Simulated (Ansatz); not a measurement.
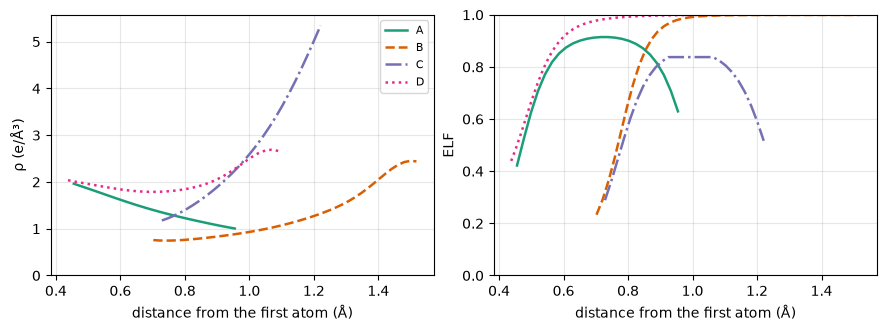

The picture shows: CH₃OSi (charge −1). Total electron density and electron localisation function along straight lines between neighbouring atoms. The curves leave out the atomic cores.

Geometry: PBE0-D3(BJ)/def2-SVPD.

These are results of Ansatz 0.2.0, isolated molecule in a Gaussian basis; Kohn-Sham density functional theory, functional PBE0, not measurements.

The calculation's input:

```
crystal:
  periodic: [false, false, false]
  atoms:
    - {symbol: C, position_ang: [-1.107184, 1.180299, 0.570459]}
    - {symbol: O, position_ang: [-1.637951, 0.500506, -2.364614]}
    - {symbol: Si, position_ang: [-1.119082, 0.254661, -0.897856]}
    - {symbol: H, position_ang: [-1.508301, 2.190135, 0.698141]}
    - {symbol: H, position_ang: [-0.659590, 0.723513, 1.460721]}
    - {symbol: H, position_ang: [-0.466664, -1.094777, -0.656674]}
basis:
  gaussian:
    orbitals: def2-TZVPD
output: {forces: true, orbitals: {seedname: orbitals}}
total_charge: -1
hamiltonian:
  xc: {name: PBE0}
```

Launched as:

```sh
ansatz run input.yaml --threads 1 --pin off --max-ram 2610MiB --events-out events.jsonl --progress --plain --runs-dir runs
```

Q: Which curve belongs to which contact (C–H, C–Si, Si–H and Si–O)? The first atom named is at distance zero.

A: Curve A: C–Si (1.74 Å): ρ is about 1.1 e/Å³ halfway; the ELF peaks at about 0.90 between the atoms: a covalent bond. Curve B: Si–H (1.52 Å): the density is about 0.75 e/Å³ at the midpoint; the ELF climbs to about 1 towards the hydrogen, as it does in any bond to H. Curve C: Si–O (1.58 Å): ρ at the midpoint is about 1.4 e/Å³; the ELF peaks at about 0.85 between the atoms: a polar covalent bond. Curve D: C–H (1.09 Å): ρ at the midpoint is about 1.9 e/Å³; the ELF climbs to about 1 towards the hydrogen: a covalent bond by its length.
